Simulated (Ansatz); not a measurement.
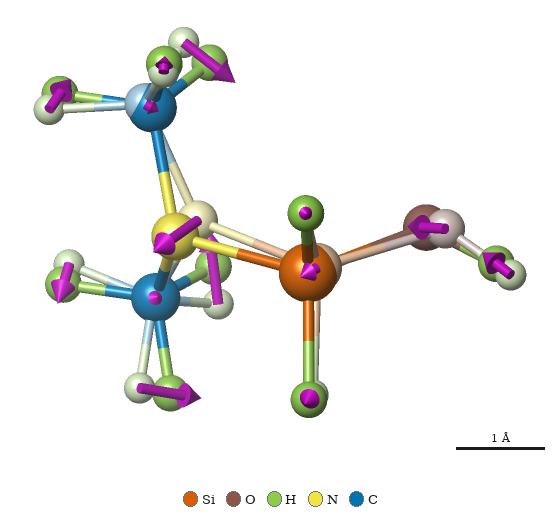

A relaxation of C2H9NOSi. The starting structure is drawn faded, the final one solid; purple arrows show the displacements, magnified 2 times. The two geometries are superimposed by the best rigid fit.

A ball-and-stick model, seen at a tilt.

The run prepares the start of a later molecular dynamics calculation, from a guessed geometry.

All numbers below come from RKS PBE/STO-3G (Ansatz 0.2.0). Set-up: no spin polarisation; force threshold 0.02 eV/Å; at most 40 steps.

### Describe the change and its energy.

The atom that moves furthest after the best rigid fit is the N atom (0.45 Å). Largest moves by element: N 0.45 Å, H 0.43 Å, O 0.31 Å, Si 0.13 Å, C 0.09 Å. Some distances before and after: O–Si 1.680 → 1.739 Å, N–Si 1.820 → 1.776 Å, C–N 1.470 → 1.501 Å, H–O 1.010 → 1.036 Å. Bond angles that change, for instance: C–N–C 120.0° → 110.1°, Si–O–H 109.5° → 101.8°, Si–N–C 120.0° → 115.0°. After 8 geometry steps the energy has fallen by 9.50 kcal/mol. The largest force component goes from 3.2 to 0.012 eV/Å.

Limits of the set-up: STO-3G is a minimal basis, so the numbers are rough.
